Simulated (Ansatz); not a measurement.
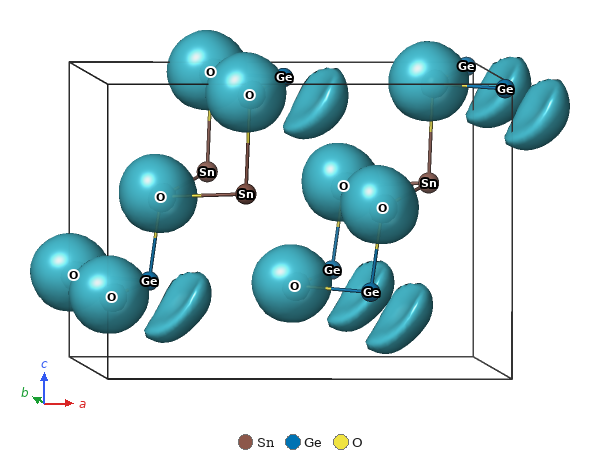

SnGe$_{2}$O$_{3}$. Isosurface of the ELF at 0.65 (cyan), seen slightly off an axis. Core shells and regions of very low density are left out. Sticks mark near contacts.

Space group Cm; a structure from a database of computed crystals, not necessarily the ambient phase; started from the MnCd2Te3-156 prototype, which need not be the ambient phase; changed on purpose from its base cell (shaken).

Computed with DFT, PBEsol, plane waves, PAW (Ansatz).

Q: Where are the electrons localised?

A: The surface consists of four lobes on Ge, pointing away from the bonds (lone pairs) and six regions wrapped around O (the valence shell of each), counted in one cell of 12 atoms. Regions shared between cells count once. Along the contacts the grid gives the following. Ge–O (1.93 Å): the ELF peaks at about 0.80 in the valence shell of O, 0.6 Å from its nucleus, and is about 0.40 at the midpoint. Sn–O (2.19 Å): the ELF peaks at about 0.80 in the valence shell of O, 0.6 Å from its nucleus, and is about 0.25 at the midpoint; no localised pair shows between them.
